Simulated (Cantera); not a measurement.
Input: 1 mol SiH₂Cl₂, 0.17 mol Cl₂, 7 mol N₂, held at 4.60 mbar.

Method: chemical equilibrium by Gibbs-energy minimisation in Cantera with the NASA 1993 tables (ideal gas, pure condensed phases). Candidate condensed phases: NH₄Cl, Si, Si₃N₄; 28 gas species. N₂ is the only nitrogen source here; it is nearly inert below about 1500 K, so the nitride shown seldom forms there in practice. The tables' values for SiCl₃, SiCl are old estimates; treat these amounts as uncertain. Rates play no part.

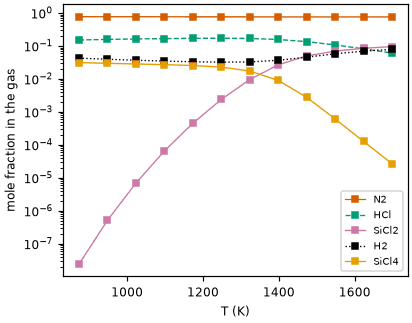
Fig. 1. Equilibrium gas composition (values under 1e-9 drawn at 1e-9)

From 873 K to 1698 K the condensed part is Si₃N₄(s). The main Si-bearing gas is SiCl₄ at 873 K and SiCl₂ at 1698 K. The share of Si in condensed phases is highest at 1173 K (77.0 %) and lowest at 1698 K (11.3 %).
